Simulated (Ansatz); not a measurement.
## Electronic structure of BFH$_{2}$OSi in real space

Input

```
crystal:
  periodic: [false, false, false]
  atoms:
    - { symbol: F, position_ang: [0.36066, -2.22188, 0.86145] }
    - { symbol: B, position_ang: [0.22524, -0.99332, 0.41694] }
    - { symbol: O, position_ang: [1.0016, 0.07463, 0.48459] }
    - { symbol: Si, position_ang: [-0.50955, 0.52787, -0.4197] }
    - { symbol: H, position_ang: [1.78262, 0.67495, 0.38598] }
    - { symbol: H, position_ang: [-1.06608, 1.62185, 0.36435] }
basis:
  gaussian: { orbitals: def2-SVP }
hamiltonian:
  xc: blyp
relax:
  f_tol: 0.02
  max_steps: 50
output:
  orbitals: {}
```

Command:

```sh
ansatz run input.yaml --threads 1 --pin off --max-ram 2048MiB --backend cpu --events-out ev --progress --plain --runs-dir out
```

The fields are those of the run's last geometry, not of the input's.

Method: RKS BLYP/def2-SVP in Ansatz.

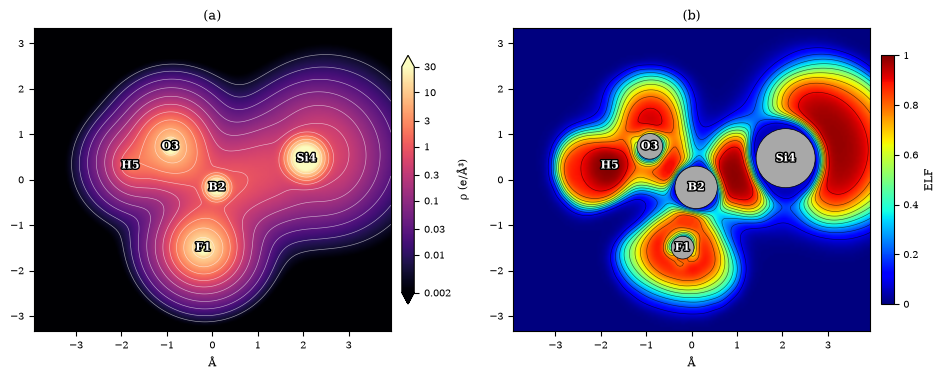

Figure 1. (a) total electron density; (b) electron localisation function on the plane of atoms F1, B2 and Si4. Grey discs cover the atomic cores in the ELF map.

### Read the bonding off the picture.

Atoms in the plane: F, B, O, Si and H.
B–F (1.36 Å): ρ is about 2 e/Å³ halfway; the ELF peaks at about 0.85 between the atoms (a polar covalent bond).
B–O (1.36 Å): ρ at the midpoint is about 2.1 e/Å³; the ELF peaks at about 0.90 between the atoms: a polar covalent bond.
Si–B (2.07 Å): the density is about 0.76 e/Å³ at the midpoint; the ELF peaks at about 1 between the atoms; a shared electron pair.
O–H (0.98 Å): ρ is about 3.5 e/Å³ halfway; the ELF climbs to about 1 towards the hydrogen, as it does in any bond to H; a covalent bond by its length.
The ELF also peaks beside F1, Si4 and O3, away from the bonds: lone-pair regions.

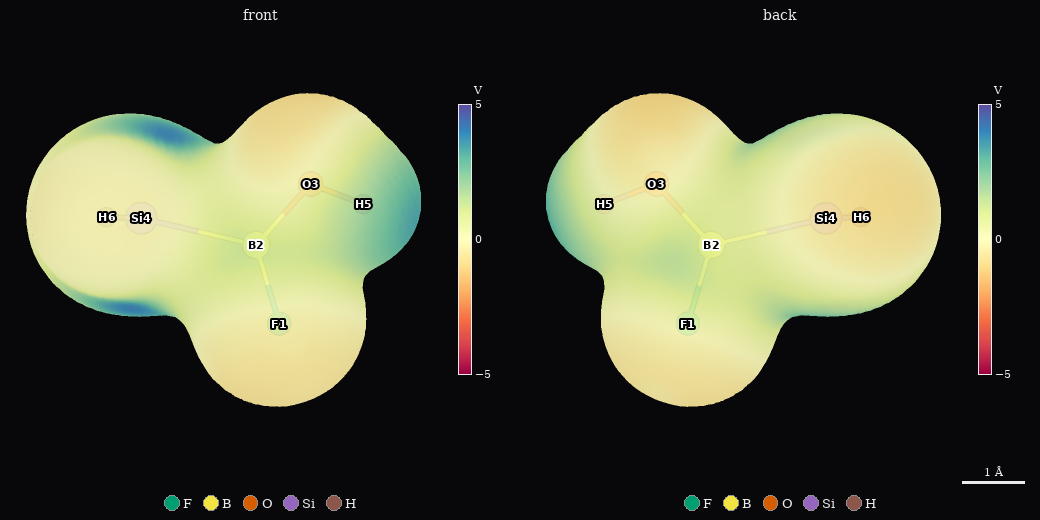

Figure 2. The molecular electrostatic potential painted on the density surface at 0.004 e/bohr³, seen from the front and from behind; red is negative and blue positive.

### Describe the electrostatic potential map.

The most negative region (about −1.0 V) lies over O3, the most positive (about +4.0 V) over Si4.

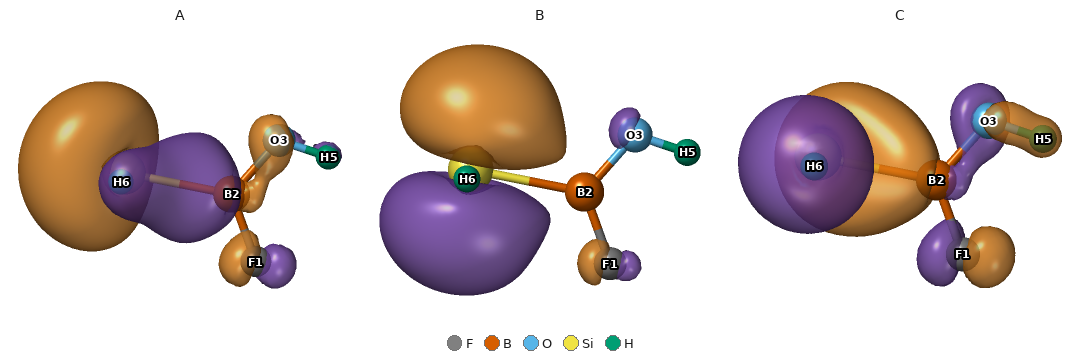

Figure 3. Three frontier orbitals at ±0.1 Å⁻³ᐟ² (orange and purple are the two phases), in no order.

### Which picture is the HOMO−1, the HOMO and the LUMO?

C is the HOMO−1 (−6.98 eV). By Hirshfeld shares it lies mainly on Si4 (about 45 %), H6 (about 25 %), B2 (about 15 %) and F1 (about 5 %). A is the HOMO (−5.33 eV). Its weight (Hirshfeld) is mainly on Si4 (about 70 %) and B2 (about 15 %). B is the LUMO (−3.68 eV). It lies mainly on Si4 (about 85 %).

### What is the HOMO–LUMO gap?

1.65 eV between the orbital energies.
